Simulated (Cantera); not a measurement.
Input: 1 mol B2H6, 0.43 mol O2, a varied amount of N2, 2.6 mol H2O, equilibrated at 952 °C and 7.50 Torr.

These are equilibrium values from Cantera (NASA tables, ideal gas, pure condensed phases), not measurements of a reactor. Candidate condensed phases: B, BN, B2O3, B3O3H3, H2O; 39 gas species. The feed counts by its element totals alone. Gases not in the tables: H3BO3. The numbers say what is thermodynamically allowed, not how fast it happens.

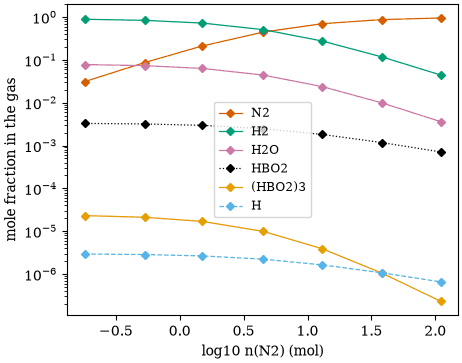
Equilibrium gas composition (values under 1e-9 drawn at 1e-9)

Read off the mole fractions at 0.18 mol N2.

H2 about 0.89, H2O about 0.078, N2 about 0.031, HBO2 about 0.0033, (HBO2)3 about 2.3e-5, H about 2.9e-6.
